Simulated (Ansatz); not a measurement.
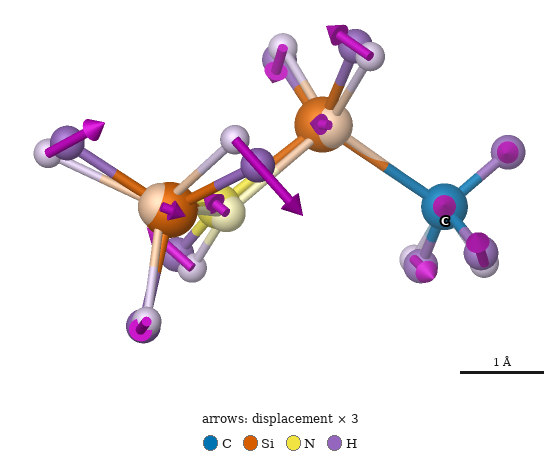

A relaxation of CH₉NSi₂. The starting structure is drawn faded, the final one solid; purple arrows show the displacements, magnified 3 times. The two geometries are superimposed by the best rigid fit.

A ball-and-stick model, seen from a free direction.

The start comes from PBE-D4/def2-SVP.

Computed with RKS PBE0-D4/def2-TZVP in Ansatz.

Input
```yaml
crystal:
  periodic: [false, false, false]
  atoms:
    - {symbol: C, position_ang: [0.612024, 2.037291, -0.789464]}
    - {symbol: Si, position_ang: [-0.451867, 0.480636, -0.765406]}
    - {symbol: N, position_ang: [0.355629, -0.829262, 0.086774]}
    - {symbol: Si, position_ang: [-0.290674, -1.905525, 1.309521]}
    - {symbol: H, position_ang: [0.089743, 2.859107, -1.321274]}
    - {symbol: H, position_ang: [0.841138, 2.375589, 0.241096]}
    - {symbol: H, position_ang: [1.572670, 1.856541, -1.314450]}
    - {symbol: H, position_ang: [-0.777276, 0.112145, -2.195522]}
    - {symbol: H, position_ang: [-1.744342, 0.715429, -0.031949]}
    - {symbol: H, position_ang: [1.282183, -1.084093, -0.274781]}
    - {symbol: H, position_ang: [-1.502967, -1.242335, 1.899139]}
    - {symbol: H, position_ang: [0.733989, -2.148700, 2.388941]}
    - {symbol: H, position_ang: [-0.699949, -3.261522, 0.782176]}
basis:
  gaussian: {orbitals: def2-TZVP}
hamiltonian: {xc: pbe0, dispersion: d4}
relax: {f_tol: 0.005, max_steps: 150}
```

Q: Atoms of which element are displaced furthest, and by how much?

A: Hydrogen: up to 0.41 Å, against 0.15 Å for nitrogen.

Q: Describe the change and its energy.

A: Over 16 geometry steps the energy falls by 6.21 kJ/mol. Largest force component: 0.61 eV/Å at the start, 0.0043 eV/Å at the end. The forces were under the threshold at step 14, but the run went on from there. The largest move after the best rigid fit is that of H11, 0.41 Å. By element the largest moves are H 0.41 Å, N 0.15 Å, C 0.13 Å, Si 0.11 Å. Among the contacts that change: Si2–N3 1.759 → 1.730 Å, N3–Si4 1.752 → 1.724 Å, Si2–H8 1.512 → 1.491 Å, C1–Si2 1.886 → 1.865 Å.
